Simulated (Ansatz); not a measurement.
The reference is BN in the zinc blende structure (space group F-43m, No. 216; a = 3.610 Å). Axes: x, y, z lie along the cube axes.

It is then changed as follows: uniaxial strain ε_yy = −1.64 %, all other strain components held at zero, atoms relaxed at fixed cell.

All numbers come from r2SCAN (Ansatz, a program for electronic structure), spin-orbit coupling left out.

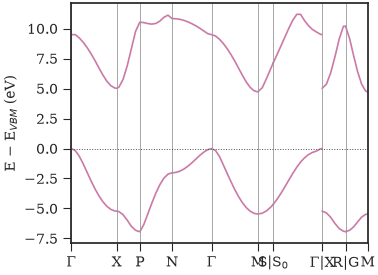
Figure: Highest valence and lowest conduction band along the path of the changed cell's own zone

Task: Read the changed gap and its character from the plot.

Result: About 4.7 eV, indirect, Γ → M.

No phonon test of stability was made. Labels are those of the standard path for the cell's own space group.
